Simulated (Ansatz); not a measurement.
A series of calculations on CH5NOSi

### Relaxation

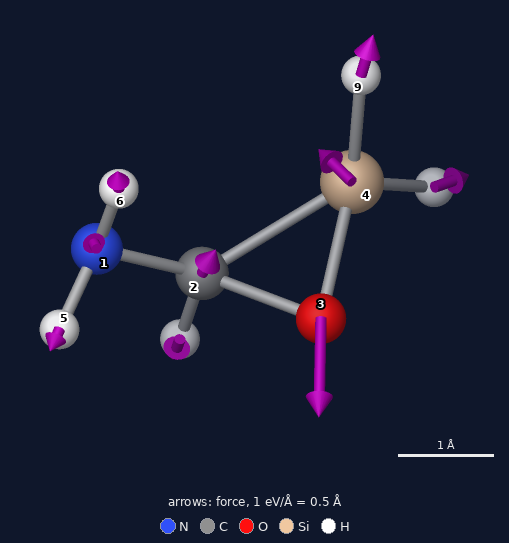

Starting geometry of CH5NOSi with the computed forces as purple arrows. Style: ball-and-stick. Shown from a free direction.

The run prepares an end point of a later path (torsion) calculation, from a guessed geometry.

Computed with RKS PBE/def2-SVP in Ansatz 0.2.0. Set-up: no spin polarisation; force threshold 0.015 eV/Å; at most 40 steps.

Q: Is this structure relaxed? If not, where do the atoms go?

A: It isn't relaxed: the largest force vector, on the O atom, is 2.33 eV/Å. The final displacements follow the starting forces only in part (cosine between the two patterns 0.59). The largest move after the best rigid fit is that of an H atom, 0.097 Å. By element the largest moves are H 0.097 Å, O 0.078 Å, C 0.051 Å, Si 0.023 Å, N 0.021 Å. Some distances before and after: O–Si 1.635 → 1.706 Å, H–Si 1.450 → 1.500 Å, C–H 1.083 → 1.108 Å, H–N 1.016 → 1.029 Å. Bond angles that change, for instance: H–Si–H 119.7° → 112.4°, C–Si–H 119.4° → 123.8°, C–Si–H 117.3° → 120.5°. After 6 geometry steps the energy has fallen by 17.8 kJ/mol. Largest force component: 2 eV/Å at the start, 0.011 eV/Å at the end. Cost: 20 s on 1 thread of Arm Neoverse V1, with other jobs on the host, peak memory 0.14 GiB.

### Relaxation

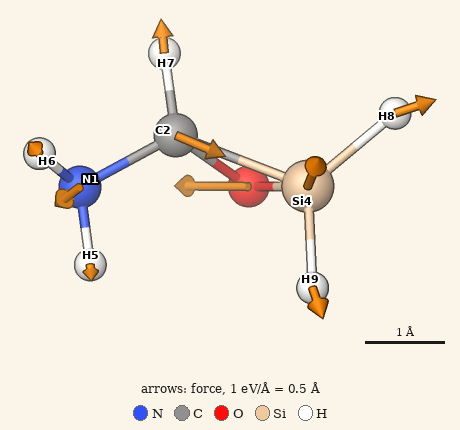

Starting geometry of CH5NOSi with the computed forces as orange arrows. Style: ball-and-stick. Shown at a tilt.

The run prepares an end point of a later path (torsion) calculation, from a guessed geometry.

Level of theory: RKS PBE/def2-SVP (Ansatz 0.2.0). Settings: no spin polarisation; force threshold 0.015 eV/Å; at most 40 steps.

What follows when this structure is relaxed?

Answer. It isn't relaxed: the largest force vector, on the O atom, is 2.60 eV/Å. The final displacements follow the starting forces only in part (cosine between the two patterns 0.35). The energy falls by 0.343 eV in 6 accepted moves (8 points after the start). The largest force component goes from 1.8 to 0.011 eV/Å. The line search rejected the trial steps at points 3, 5 of the run. The largest move after the best rigid fit is that of an H atom, 0.25 Å. Largest moves by element: H 0.25 Å, Si 0.12 Å, O 0.09 Å, N 0.07 Å, C 0.03 Å. Among the contacts that change: O–Si 1.635 → 1.738 Å, C–O 1.514 → 1.431 Å, H–Si 1.450 → 1.503 Å, C–Si 1.850 → 1.896 Å. Bond angles that change, for instance: C–Si–H 119.3° → 128.2°, H–Si–H 119.7° → 112.5°, O–C–H 108.7° → 114.3°.

### Path

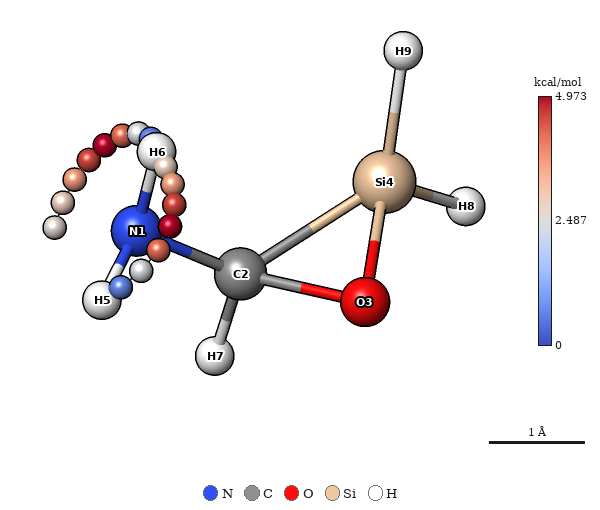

NEB run on CH₅NOSi. Images are numbered from 0 (start) to 8 (end). The start is drawn whole; smaller spheres mark the moving atoms (H) in the later images, joined by lines and coloured by the energy of the image relative to the start. Style: ball-and-stick. Shown at a tilt.

The calculation used RKS PBE/def2-SVP in Ansatz 0.2.0. Set-up: 7 movable images; climbing image; force threshold 0.05 eV/Å; iteration limit 60; starting path by image-dependent pair potential.

Describe the path and its energy.

Answer. The motion is a rotation about the N1–C2 bond by about 130°. No bond forms or breaks between the ends. Among the angles between lasting bonds that change up to the highest image: N1–C2–O3 118.6° → 114.0°, C2–N1–H5 112.1° → 108.4°. The highest point, image 4, lies 4.97 kcal/mol above the start and 2.37 kcal/mol above the end; the end is at +2.61 kcal/mol relative to the start. The band converged in 5 iterations. The largest component of the band force went from 1 to 0.046 eV/Å. The climbing image converged on the top of the path. Its vibrational analysis gives one imaginary mode (307i cm⁻¹), as a transition state must have.
